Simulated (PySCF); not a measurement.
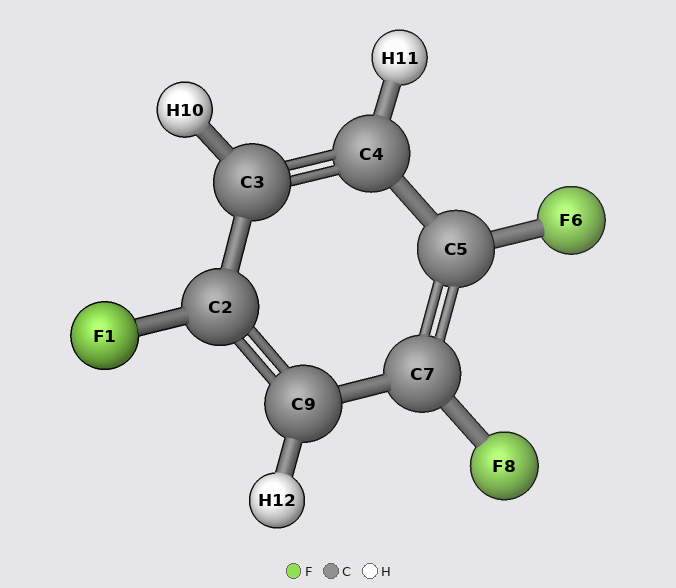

The geometry was computed by an optimisation with GFN2-xTB. No frequency run is at hand to confirm it as a minimum. Properties computed with B3LYP/pcJ-1 indirect spin-spin coupling, non-relativistic, gas phase (PySCF 2.14.0). Isotopes: 13C, 19F, 1H.

Give the spin–spin coupling constants of these pairs, with the number of bonds between them: F1/C2, C5/F6, F1/C3, F1/C9, C4/F6, F6/C7, F8/C9, F1/C4, F1/H10, F1/C7, C3/F6, F6/C9.

```json
{"pair": "F1, C2", "bonds apart": "1", "J (Hz)": "−312.6"}
{"pair": "C5, F6", "bonds apart": "1", "J (Hz)": "−311.1"}
{"pair": "F1, C3", "bonds apart": "2", "J (Hz)": "20.4"}
{"pair": "F1, C9", "bonds apart": "2", "J (Hz)": "23.4"}
{"pair": "C4, F6", "bonds apart": "2", "J (Hz)": "18.1"}
{"pair": "F6, C7", "bonds apart": "2", "J (Hz)": "10.4"}
{"pair": "F8, C9", "bonds apart": "2", "J (Hz)": "18.4"}
{"pair": "F1, C4", "bonds apart": "3", "J (Hz)": "6.3"}
{"pair": "F1, H10", "bonds apart": "3", "J (Hz)": "7.9"}
{"pair": "F1, C7", "bonds apart": "3", "J (Hz)": "7.6"}
{"pair": "C3, F6", "bonds apart": "3", "J (Hz)": "3.2"}
{"pair": "F6, C9", "bonds apart": "3", "J (Hz)": "−1.4"}
```

Density functionals are unreliable for couplings to fluorine, so those rows may be far off.
